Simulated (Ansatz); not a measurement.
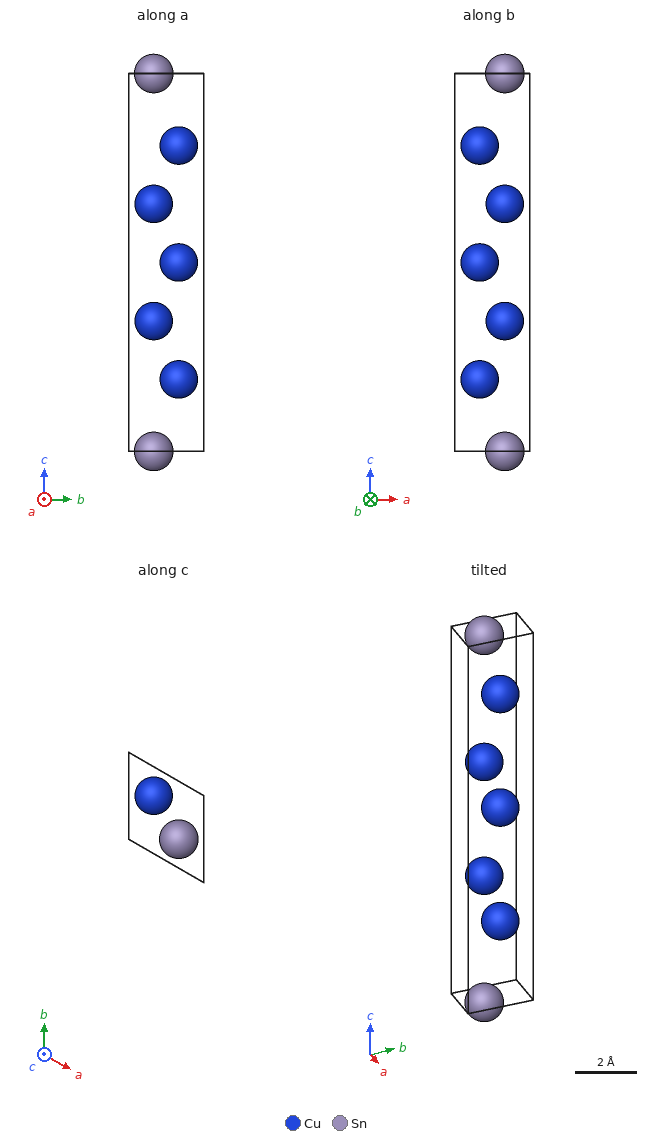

Crystal structure, spheres-only style, seen along the a axis, along the b axis, along the c axis and slightly off an axis. The edges of the conventional unit cell are marked.

Lattice parameters: a = 2.860 Å, b = 2.860 Å, c = 12.437 Å, α = 90.00°, β = 90.00°, γ = 120.00°. Put a along x and b in the xy plane.

> Reconstruct the structure as a POSCAR file, with free fractional coordinates to two decimals.

```
Cu Sn
1.0
     2.860    0.000    0.000
    -1.430    2.477    0.000
     0.000    0.000   12.437
Cu Sn
5 1
Direct
  0.3333 0.6667 0.81
  0.3333 0.6667 0.19
  0.3333 0.6667 0.50
  0.6667 0.3333 0.34
  0.6667 0.3333 0.66
  0.6667 0.3333 0.00
```

Provenance: a structure type filled with these elements by a generator (whether the compound takes this form wasn't checked). A relaxation with DFT PBE, scalar-relativistic, plane waves, PAW (Ansatz 0.2.0) gave the geometry drawn.
